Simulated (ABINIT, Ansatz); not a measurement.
# Quasiparticle gap of MgO (Periclase) in ABINIT, part 2 of 2

Aim: the G0W0 gap of MgO (Periclase) on PBE, step by step.

ABINIT 10.8.3; PBE and many-body steps on it, plane waves. Known limits of the many-body steps: not at the basis limit.

So far. Step 2 (Ground state): The gap is direct, at Γ. Step 3 (Bands along the symmetry lines): The gap is 4.733 eV, as in the run before at this level.

The database entry behind the starting cell differs from later determinations by our own check (about 0.1 % long), so it need not match the best structure at ambient conditions.

### 4. Empty states on the mesh, 6×6×6 mesh, 118 bands

Level of this step: DFT, PBE, plane waves, norm-conserving pseudopotentials (ABINIT).

The sums over transitions need many empty states on a uniform mesh; this step solves for them.

run.abi reads:

```
acell 3*1.0 Angstrom
rprim 
  -0.000000000000 2.108500000000 2.108500000000
  2.108500000000 0.000000000000 2.108500000000
  2.108500000000 2.108500000000 0.000000000000
ntypat 2
znucl 12 8
natom 2
typat 1 2
xred 
  0.000000000000 0.000000000000 0.000000000000
  0.500000000000 0.500000000000 0.500000000000
pp_dirpath "pseudos"
pseudos "Mg.upf, O.upf"
ecut 38
ngkpt 6 6 6
nshiftk 1
shiftk 0 0 0
kptopt 1
chksymbreak 0
irdden 1
istwfk *1
nband 118
prtvol 0
optdriver 6
gwr_task "HDIAGO"
paral_kgb 0
occopt 1
indata_prefix "in"
outdata_prefix "out"
tmpdata_prefix "tmp"
```

Launch:

```
> OMP_NUM_THREADS=1 mpirun -n 8 abinit run.abi > log
```

Numbers of over 12 decimals in the logs are rounded to 6 here.

Output:

```text
[banner, memory and clock lines left out]
.Version 10.8.3 of ABINIT. v10.8.2 released Aug 2026.

 Symmetries : space group Fm -3 m (#225); Bravais cF (face-center cubic)
[... echo of the input left out ...]
== DATASET  1 ==================================================================
-   mpi_nproc: 8, omp_nthreads: 1 (-1 if OMP is not activated)

--- !DatasetInfo
iteration_state: {dtset: 1, }
dimensions: {natom: 2, nkpt: 16, mband: 118, nsppol: 1, nspinor: 1, nspden: 1, mpw: 1430, }
cutoff_energies: {ecut:  38.0, pawecutdg:  -1.0, }
electrons: {nelect:   1.60000000E+01, charge:   0.00000000E+00, occopt:   1.00000000E+00, tsmear:   1.00000000E-02, }

.Using double precision arithmetic; gwpc =  8

- Reading GS density from: in_DEN

--- Pseudopotential description ------------------------------------------------
- Mg Generated using ONCVPSP code by D. R. Hamann
- 12.00000  10.00000  171031                  znucl, zion, pspdat
12 -101130 1 -1 1510                          pspcod,pspxc,lmax,lloc,mmax
     nproj     2     2     0
  pspatm : epsatm=    9.22893308
         --- l  ekb(1:nproj) -->
             0    2.250005   -0.808630
             1   -6.469357   -2.503313
 pspatm: atomic psp has been read  and splines computed

- O Generated using ONCVPSP code by D. R. Hamann
-  8.00000   6.00000  171031                  znucl, zion, pspdat
12 -101130 2 -1 936                           pspcod,pspxc,lmax,lloc,mmax
     nproj     2     2     1
  pspatm : epsatm=    6.19545534
         --- l  ekb(1:nproj) -->
             0    6.056735    0.824024
             1   -4.717130   -1.149271
             2   -1.331955
 pspatm: atomic psp has been read  and splines computed

   2.46790215E+02                                ecore*ucvol(ha*bohr**3)

 Total charge density [el/Bohr^3]
)     Maximum=    3.3935E+00  at reduced coord.    0.0625    0.9375    0.9688
)     Minimum=    9.8865E-03  at reduced coord.    0.2500    0.2500    0.2500
   Integrated=    1.6000E+01

 === KS gaps after direct diagonalization ===
 Direct band gap semiconductor
 Fundamental gap:     4.733 (eV)
   VBM:     4.693 (eV) at k: [ 0.0000E+00,  0.0000E+00,  0.0000E+00]
   CBM:     9.426 (eV) at k: [ 0.0000E+00,  0.0000E+00,  0.0000E+00]
 Direct gap:         4.733 (eV) at k: [ 0.0000E+00,  0.0000E+00,  0.0000E+00]

== END DATASET(S) ==============================================================

 -outvars: echo values of variables after computation  --------
           etotal      0.0000000000E+00
            nband         118
             nkpt          16
          spgroup         225
 [... the other variables as echoed above ...]

 Calculation completed.
```

Run time: 7.3 s. Hardware: 8 MPI ranks of Arm Neoverse V1, shared host; peak memory 1.4 GiB.

Numbers from this step:

```
gap                                                           : 4.733 eV
k of the valence top                                          : 0, 0, 0
k of the conduction bottom                                    : 0, 0, 0
least direct gap                                              : 4.733 eV
k points computed                                             : 16
lowest point of the top converged band, above the valence top : 159.2298 eV
```

On this mesh the gap is 4.733 eV.

### 5. Screening, 6×6×6 mesh, 110 bands, screening to 239.5 eV

The RPA dielectric matrix is built and inverted for each q.

This step: RPA screening on PBE, plane waves, norm-conserving pseudopotentials.

run.abi: that of step 4 with these lines changed.

```diff
@@ -20,10 +20,11 @@
 chksymbreak 0
-irdden 1
 istwfk *1
-nband 118
-prtvol 0
-optdriver 6
-gwr_task "HDIAGO"
-paral_kgb 0
 occopt 1
+irdwfk 1
+optdriver 3
+nband 110
+ecuteps 8.8
+inclvkb 2
+awtr 1
+symchi 1
 indata_prefix "in"
```

Output:

```text
.Version 10.8.3 of ABINIT. v10.8.2 released Aug 2026.

 Symmetries : space group Fm -3 m (#225); Bravais cF (face-center cubic)
[... echo of the input left out ...]
== DATASET  1 ==================================================================
-   mpi_nproc: 8, omp_nthreads: 1 (-1 if OMP is not activated)

--- !DatasetInfo
iteration_state: {dtset: 1, }
dimensions: {natom: 2, nkpt: 16, mband: 110, nsppol: 1, nspinor: 1, nspden: 1, mpw: 1430, }
cutoff_energies: {ecut:  38.0, pawecutdg:  -1.0, }
electrons: {nelect:   1.60000000E+01, charge:   0.00000000E+00, occopt:   1.00000000E+00, tsmear:   1.00000000E-02, }

 SCREENING: Calculation of the susceptibility and dielectric matrices

 Based on a program developped by R.W. Godby, V. Olevano, G. Onida, and L. Reining.
 Incorporated in ABINIT by V. Olevano, G.-M. Rignanese, and M. Torrent.
.Using double precision arithmetic ; gwpc =  8

[... cell and pseudopotentials left out ...]
--------------------------------------------------------------------------------

 ==== K-mesh for the wavefunctions ====
 Number of points in the irreducible wedge :    16
[... list of points left out ...]
 Together with 48 symmetry operations and time-reversal symmetry
 yields   216 points in the full Brillouin Zone.

 ==== Q-mesh for the screening function ====
 Number of points in the irreducible wedge :    16
[... list of points left out ...]
 Together with 48 symmetry operations and time-reversal symmetry
 yields   216 points in the full Brillouin Zone.

 setmesh: FFT mesh size selected  =    24x   24x   24
          total number of points  =        13824

 vcoul_init : cutoff-mode = AUXILIARY_FUNCTION
 q-points for optical limit:   1
     1)      0.000010    0.000020    0.000030

- screening: taking advantage of time-reversal symmetry
- Maximum band index for partially occupied states nbvw = 8
- Remaining bands to be divided among processors   nbcw = 102
- Number of bands treated by each node ~12

 Number of electrons calculated from density =   16.0000; Expected =   16.0000
 average of density, n =  0.126466
 r_s =    1.2359
 omega_plasma =   34.3038 [eV]

 calculating chi0 at frequencies [eV] :
  1    0.000000E+00    0.000000E+00
  2    0.000000E+00    3.430377E+01

--------------------------------------------------------------------------------
  q-point number  1        q = ( 0.000000, 0.000000, 0.000000) [r.l.u.]
--------------------------------------------------------------------------------
[... chi0 elements left out ...]
 For q-point:  0.000010 0.000020 0.000030
  dielectric constant =   3.0350
  dielectric constant without local fields =   3.2570

  Average fulfillment of the sum rule on Im[epsilon] for q-point    1 :     75.55  [%]
[... wings left out ...]
  q-point number  2        q = ( 0.166667, 0.000000, 0.000000) [r.l.u.]
--------------------------------------------------------------------------------
[... chi0 elements left out ...]
  Average fulfillment of the sum rule on Im[epsilon] for q-point    2 :     89.13  [%]

 [... 14 further q-points ...]
```

Run time: 44 s. Hardware: 8 MPI ranks; peak memory 1.3 GiB; 5.9 min of CPU time.

This step gave:

```
ε∞ with local fields, on this mesh, along the program's q direction : 3.035
the same without local fields                                       : 3.257
plasma frequency                                                    : 34.30 eV
plane waves in the screening matrix                                 : 169
```

Local fields lower ε∞ by 7 %.

### 6. Self-energy, 6×6×6 mesh, 110 bands, screening to 239.5 eV

The self-energy is evaluated for the states that the input lists, and the levels follow from it, in one-shot runs by the linearised quasiparticle equation.

This step: G0W0 on PBE, plane waves, norm-conserving pseudopotentials.

run.abi: that of step 5 with these lines changed.

```diff
@@ -23,8 +23,15 @@
 irdwfk 1
-optdriver 3
+optdriver 4
 nband 110
+gwcalctyp 0
+ecutsigx 38
+symsigma 1
+nkptgw 1
+kptgw 
+  0.0000000000 0.0000000000 0.0000000000
+bdgw 
+  6 12
 ecuteps 8.8
-inclvkb 2
-awtr 1
-symchi 1
+irdscr 1
+ppmodel 1
 indata_prefix "in"
```

Output:

```text
.Version 10.8.3 of ABINIT. v10.8.2 released Aug 2026.

 Symmetries : space group Fm -3 m (#225); Bravais cF (face-center cubic)
[... echo of the input left out ...]
== DATASET  1 ==================================================================
-   mpi_nproc: 8, omp_nthreads: 1 (-1 if OMP is not activated)

--- !DatasetInfo
iteration_state: {dtset: 1, }
dimensions: {natom: 2, nkpt: 16, mband: 110, nsppol: 1, nspinor: 1, nspden: 1, mpw: 1430, }
cutoff_energies: {ecut:  38.0, pawecutdg:  -1.0, }
electrons: {nelect:   1.60000000E+01, charge:   0.00000000E+00, occopt:   1.00000000E+00, tsmear:   1.00000000E-02, }

 SIGMA: Calculation of the GW corrections

 Based on a program developped by R.W. Godby, V. Olevano, G. Onida, and L. Reining.
 Incorporated in ABINIT by V. Olevano, G.-M. Rignanese, and M. Torrent.
.Using double precision arithmetic ; gwpc =  8

[... cell and pseudopotentials left out ...]
--------------------------------------------------------------------------------

 ==== K-mesh for the wavefunctions ====
 Number of points in the irreducible wedge :    16
[... list of points left out ...]
 Together with 48 symmetry operations and time-reversal symmetry
 yields   216 points in the full Brillouin Zone.

 ==== Q-mesh for screening function ====
 Number of points in the irreducible wedge :    16
[... list of points left out ...]
 Together with 48 symmetry operations and time-reversal symmetry
 yields   216 points in the full Brillouin Zone.

 vcoul_init : cutoff-mode = AUXILIARY_FUNCTION
 q-points for optical limit:   1
     1)      0.000010    0.000020    0.000030
 setmesh: FFT mesh size selected  =    32x   32x   32
          total number of points  =        32768

 Number of electrons calculated from density =   16.0000; Expected =   16.0000
 average of density, n =  0.126466
 r_s =    1.2359
 omega_plasma =   34.3038 [eV]

 === KS Band Gaps ===
  >>>> For spin  1
   Minimum direct gap =   4.7331 [eV], located at k-point      :   0.0000  0.0000  0.0000
   Fundamental gap    =   4.7331 [eV], Top of valence bands at :   0.0000  0.0000  0.0000
                                       Bottom of conduction at :   0.0000  0.0000  0.0000
 SIGMA fundamental parameters:
 PLASMON POLE MODEL  1
 number of plane-waves for SigmaX                 1411
 number of plane-waves for SigmaC and W            169
 number of plane-waves for wavefunctions          1411
 number of bands                                   110
 number of independent spin polarizations            1
 number of spinorial components                      1
 number of k-points in IBZ                          16
 number of q-points in IBZ                          16
 number of symmetry operations                      48
 number of k-points in BZ                          216
 number of q-points in BZ                          216
 number of frequencies for dSigma/dE                 9
 frequency step for dSigma/dE [eV]                0.25
 number of omega for Sigma on real axis              0
 max omega for Sigma on real axis  [eV]           0.00
 zcut for avoiding poles [eV]                     0.10

 EPSILON^-1 parameters (SCR file):
 dimension of the eps^-1 matrix on file            169
 dimension of the eps^-1 matrix used               169
 number of plane-waves for wavefunctions          1411
 number of bands                                   110
 number of q-points in IBZ                          16
 number of frequencies                               2
 number of real frequencies                          1
 number of imag frequencies                          1

 matrix elements of self-energy operator (all in [eV])

 Perturbative Calculation

--- !SelfEnergy_ee
iteration_state: {dtset: 1, }
kpoint     : [   0.000,    0.000,    0.000, ]
spin       : 1
KS_gap     :    4.733
QP_gap     :    7.023
Delta_QP_KS:    2.290
data: !SigmaeeData |
     Band     E0 <VxcDFT>   SigX SigC(E0)      Z dSigC/dE  Sig(E)    E-E0       E
        6   4.693 -20.107 -25.567   3.724   0.806  -0.241 -21.506  -1.399   3.294
        7   4.693 -20.107 -25.567   3.724   0.806  -0.241 -21.506  -1.399   3.294
        8   4.693 -20.107 -25.567   3.724   0.806  -0.241 -21.506  -1.399   3.294
        9   9.426 -13.453  -8.885  -3.525   0.854  -0.171 -12.561   0.891  10.318
       10  20.632  -9.568  -3.679  -4.640   0.866  -0.155  -8.487   1.081  21.713
       11  20.632  -9.568  -3.679  -4.640   0.866  -0.155  -8.487   1.081  21.713
       12  20.632  -9.568  -3.679  -4.640   0.866  -0.155  -8.487   1.081  21.713

== END DATASET(S) ==============================================================
================================================================================

 -outvars: echo values of variables after computation  --------
           etotal      0.0000000000E+00
            nband         110
             nkpt          16
          spgroup         225
 [... the other variables as echoed above ...]

 Calculation completed.
```

Run time: 4.4 s. Hardware: 8 MPI ranks; peak memory 1.1 GiB.

Numbers from this step:

* G0W0 gap on the points computed: 7.024 eV
* starting gap on the mesh: 4.733 eV
* k of the valence top: 0, 0, 0
* k of the conduction bottom: 0, 0, 0
* Z at the valence top: 0.806
* Z at the conduction bottom: 0.854
* least direct G0W0 gap on the computed points: 7.024 eV

The gap on the mesh goes from 4.73 eV to 7.02 eV, a correction of +2.29 eV.

Limits: finite bands, cutoff and mesh. v1 is the top filled band, c1 the lowest empty one. Levels before and after the correction, in eV, zero at the valence-band top of each column:

```csv
,conduction bottom,valence top
Kohn-Sham,4.73,0.00
G0W0,7.02,0.00
```

```csv
,level,energy (eV)
Kohn-Sham,Γ v3-v1,0.000
Kohn-Sham,Γ c1,4.733
Kohn-Sham,Γ c2-c4,15.939
G0W0,Γ v3-v1,0.000
G0W0,Γ c1,7.024
G0W0,Γ c2-c4,18.419
```

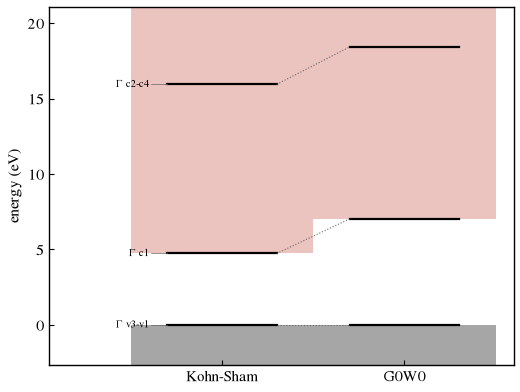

Levels before and after the correction. Shaded: valence and conduction bands.

### 7. Where the time went

Times are wall times on 8 MPI ranks of Arm Neoverse V1, shared host, good to a factor of about two.

```csv
step,time,share,memory (GiB)
ground state,3.6 s,6 %,0.47
bands along the symmetry lines,2.9 s,5 %,0.07
empty states on the mesh,7.3 s,12 %,1.4
screening,44 s,71 %,1.3
self-energy,4.4 s,7 %,1.1
```

### 8. Results

```
PBE gap              : 4.73 eV, direct
G0W0 gap on the mesh : 7.02 eV
GW settings          : 6×6×6 mesh, 110 bands, screening to 239.5 eV, Godby-Needs plasmon pole
known limits         : not at the basis limit
```

**Reading.** G0W0 moves the gap on the mesh from 4.73 eV to 7.02 eV (+2.29 eV), with Z of 0.81 and 0.85 at the edges. Local fields lower the RPA ε∞ on this mesh from 3.26 to 3.04. Only 1 of the mesh's irreducible points was corrected, so a valley elsewhere could overtake. The dearest step here is «screening». Bands and cutoff are finite, so the gap is not at the basis limit. The miss can reach some tenths of an eV and take either sign; the mesh is an error of its own. In the G0W0 run levels were corrected at 1 k point alone, so a gap called «on the mesh» is the least over those, and an edge elsewhere would be missed.

[Paths, hosts, dates, memory and timing lines, banners, echoed tables and standing remarks are left out of the program output.]

[Logs are printed without paths, hosts, clocks, repeated set-up lines and the standing remarks that a program may print on its own settings, such as how far it seeks lower states.]

[Runs of the session that timed out or met a known fault of the program may be left out.]

[Hosts, paths, dates, database ids (printed as entryN), source tags and the programs' standing remarks are cut or masked in the printed files.]

[G0W0 gaps are taken among the corrected bands and points alone; a level outside them can change the order at an edge.]

[Where Ansatz stands beside ABINIT at settings called matched, ABINIT's density can come from a denser mesh and the files from another edition; pairs whose starting gaps differed by over 0.03 eV were left out, so agreement reads better than it is.]
